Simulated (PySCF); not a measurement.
# F4O2Si2: what the fields show

```xyz
8

Si   -0.3414   -0.8890   -0.7109
F    -1.8141   -1.1238   -1.2564
F     0.5610   -2.0618   -1.2860
O     0.2615    0.6517   -0.9660
Si    0.3748    0.8682    0.6898
F    -0.5207    2.0447    1.2691
F     1.8504    1.0952    1.2311
O    -0.2333   -0.6708    0.9455
```

Geometry: PBE0-D3(BJ)/def2-SVP.

The calculation used PBE0/pcSseg-1, SCF density, gas phase, non-relativistic (PySCF).

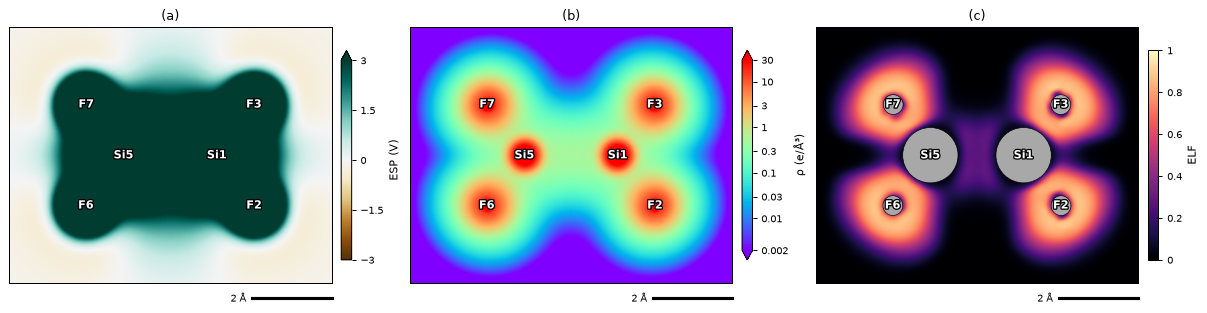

Figure 1. (a) molecular electrostatic potential; (b) total electron density; (c) ELF on the plane of atoms Si1, Si5 and F7. Grey discs cover the atomic cores in the ELF map.

Question: What do the fields say about this system?

Answer: The plane passes through Si and F nuclei. Si–F (1.59 Å): the density is about 1.1 e/Å³ at the midpoint; the ELF peaks at about 0.80 in the valence shell of F, 0.6 Å from its nucleus, and is about 0.55 at the midpoint. Si–Si (2.36 Å): ρ at the midpoint is about 0.51 e/Å³; the ELF is about 0.25 at the midpoint. The ELF also peaks beside F2, F6, F7 and F3, away from the bonds: lone-pair regions. Outside the dense part of the molecule the potential is most negative (−0.4 V) near F2, F3, F6 and F7.

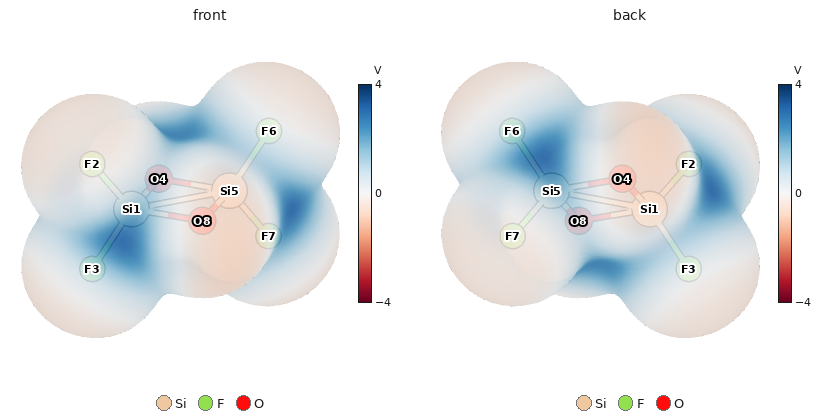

Figure 2. The molecular electrostatic potential painted on the density surface at 0.002 e/bohr³, seen from the front and from behind; the colour scale runs from red (negative) to blue (positive).

Question: Describe the electrostatic potential map.

Answer: The most negative region (about −0.8 V, or −18 kcal/mol for a unit charge) lies over O4 and O8, the most positive (about +3.1 V, or +71 kcal/mol for a unit charge) over Si1 and Si5.

Question: How polar is the molecule by this calculation?

Answer: Its dipole moment is zero.
